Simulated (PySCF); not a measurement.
# H2S2 (SMILES SS): levels of theory compared

Wanted: a comparison of 6 runs (HF/STO-3G, HF/3-21G, B3LYP/6-31G*, B2PLYP/def2-TZVPP, wB97M-V/def2-TZVPP, wB97X/def2-TZVPP) of H2S2. The job is set up through a Python script.

Program for the calculation: PySCF 2.14.0.

2 further runs of the same task are left out: 2 set aside as unsound or not needed.

## 1. The structure to begin with

H2S2: 4 atoms, total charge 0, spin state singlet. As SMILES, `SS`. The S2–H4 distance was set to 2.424 Å, away from the relaxed value. At this shape a bond of the SMILES string is far longer than usual.

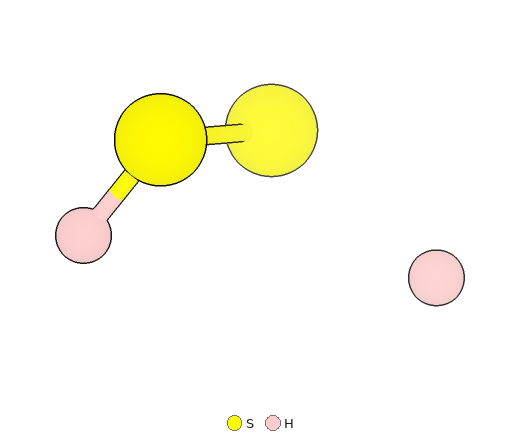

Viewed from a chosen angle; sulfur yellow, hydrogen pink.

## 2. The energy at HF/STO-3G (run 1)

run.py

```python
from pyscf import gto, scf

mol = gto.M(
    atom=[
    ('S', (1.328082, -0.708163, 1.093327)),
    ('S', (0.603822, 1.202607, 0.993997)),
    ('H', (0.318182, -1.271543, 1.783517)),
    ('H', (-0.619290, 1.020250, -1.090950)),
],
    verbose=3,
    basis='sto-3g',
    max_memory=1860,
    charge=0,
)

mf = scf.RHF(mol)
mf.conv_tol = 1e-10
mf.kernel()
if not mf.converged:
    mf = mf.newton().run(mf.mo_coeff, mf.mo_occ)

e_tot = mf.e_tot
print('Final energy', e_tot)
```

Command:

```bash
OMP_NUM_THREADS=1 python run.py
```

Output:

```text
converged SCF energy = -787.264353092026
Final energy -787.2643530920257
```

Run time: 0.64 s. Hardware: 1 thread of Arm Neoverse V1, shared host; peak memory 0.1 GiB.

## 3. The energy at HF/3-21G (run 2)

job.py

```python
from pyscf import gto, scf

molecule = gto.M(
    atom=[
    ('S', (1.328082, -0.708163, 1.093327)),
    ('S', (0.603822, 1.202607, 0.993997)),
    ('H', (0.318182, -1.271543, 1.783517)),
    ('H', (-0.619290, 1.020250, -1.090950)),
],
    verbose=3,
    basis='3-21g',
    max_memory=1860,
)

hf = scf.RHF(molecule)
hf.conv_tol = 1e-10
hf.kernel()
if not hf.converged:
    hf = hf.newton().run(hf.mo_coeff, hf.mo_occ)

e_tot = hf.e_tot
print('E(%s) = %.9f' % ('HF', e_tot))
```

Command:

```bash
OMP_NUM_THREADS=1 python job.py
```

Output:

```text
converged SCF energy = -792.108265741674
E(HF) = -792.108265742
```

Wall time 0.66 s (1 thread of Arm Neoverse V1, shared host); peak memory 0.1 GiB.

Runs 3 to 5 aren't shown in full; the table further down has their settings and results.

## 4. The energy at wB97X/def2-TZVPP (run 6)

geometry.xyz

```xyz
4

S      1.328082    -0.708163     1.093327
S      0.603822     1.202607     0.993997
H      0.318182    -1.271543     1.783517
H     -0.619290     1.020250    -1.090950
```

input.py

```python
from pyscf import gto, dft

mol = gto.Mole()
mol.atom = 'geometry.xyz'
mol.spin = 0
mol.basis = 'def2-tzvpp'
mol.max_memory = 1860
mol.verbose = 3
mol.build()

ks = dft.RKS(mol)
ks.xc = 'wb97x'
ks.conv_tol = 1e-10
ks.grids.level = 5
ks.kernel()
if not ks.converged:
    ks = ks.newton().run(ks.mo_coeff, ks.mo_occ)

e_final = ks.e_tot
print('E = %.10f Eh' % e_final)
```

Command:

```bash
OMP_NUM_THREADS=1 python input.py
```

Output:

```text
converged SCF energy = -797.468697414758
E = -797.4686974148 Eh
```

It took 25 s on 1 thread of Arm Neoverse V1, shared host; peak memory 0.58 GiB.

## 5. Overview of the runs

| run | level | integration grid | frozen core orbitals | energy (Eh) | dipole moment (D) | HOMO energy (eV) | LUMO energy (eV) | wall time |
| --- | --- | --- | --- | --- | --- | --- | --- | --- |
| 1 | HF/STO-3G | – | – | -787.264353 | 1.08 | -5.83 | 3.03 | 0.64 s |
| 2 | HF/3-21G | – | – | -792.108266 | 1.72 | -9.54 | -1.15 | 0.66 s |
| 3 | B3LYP/6-31G* (spherical functions) | 5 | – | -797.454487 | 1.56 | -7.07 | -4.08 | 4.8 s |
| 4 | B2PLYP/def2-TZVPP | 5 | 10 | -797.235514 | 1.40 | -8.00 | -2.94 | 15 s |
| 5 | wB97M-V/def2-TZVPP | 5 | – | -797.433540 | 1.34 | -9.11 | -2.13 | 62 s |
| 6 | wB97X/def2-TZVPP | 5 | – | -797.468697 | 1.37 | -9.34 | -2.17 | 25 s |

## 6. What came out

| quantity | value |
| --- | --- |
| run 6: total energy | -797.46870 Eh |
| run 6: dipole moment | 1.37 D |
| run 6: HOMO energy | -9.34 eV |
| run 6: LUMO energy | -2.17 eV |
| run 6: HOMO–LUMO gap | 7.16 eV |

**Reading.** The dipole moment (its size) runs from 1.08 D (HF/STO-3G) to 1.72 D (HF/3-21G). The HOMO–LUMO gap runs from 3.00 eV (B3LYP/6-31G*) to 8.85 eV (HF/STO-3G). The two ends differ in method and basis. Totals of different functionals can't be ranked against each other. In run 1 the basis is minimal, so the values are rough. In runs 1, 2, 3, 4, 5, 6 a closed-shell determinant meets a far-stretched bond, which it describes badly. All runs together took 1.8 min, the longest 62 s.
